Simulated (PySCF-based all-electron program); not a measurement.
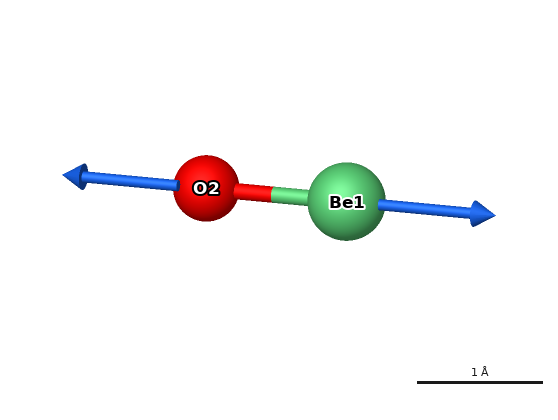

Arrows show the forces on the atoms, 0.1 Å of arrow for 1 eV/Å; forces under a tenth of the largest aren't drawn. Level of theory: PBE, all-electron, scalar-relativistic (X2C), large uncontracted Gaussian sets (PySCF-based all-electron program).

Q: Along which bond is the force strongest?

A: Be1–O2, now 1.197 Å: the forces push its atoms apart, so a first step downhill lengthens it.

List the force components in the frame of the picture (x right, y up, z towards the viewer), in eV/Å.

```csv
atom,Fx,Fy,Fz
Be1,9.31,−0.88,3.34
O2,−9.31,0.88,−3.34
```
